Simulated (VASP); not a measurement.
Band structure of CdO (rock salt). Level of theory: PW91 GGA, VASP's PBE PAW potentials (set 64) (plane waves; VASP).

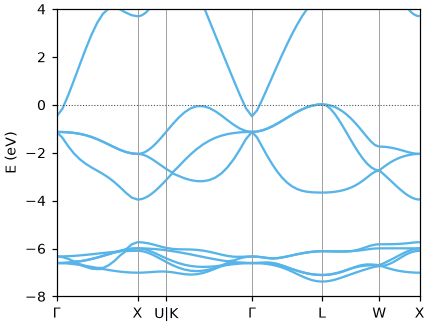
Fig. 1. Bands along high-symmetry lines, zero at the valence-band maximum or, without a gap, the Fermi level

Q: Read the plot: is there a gap, and where are the band edges?

A: It has no gap at this level: it comes out as a metal or semimetal. (Edges off the drawn lines would not show.)

The compound is CdO in the rock salt structure. It was relaxed first, which changed the volume by +5 %.
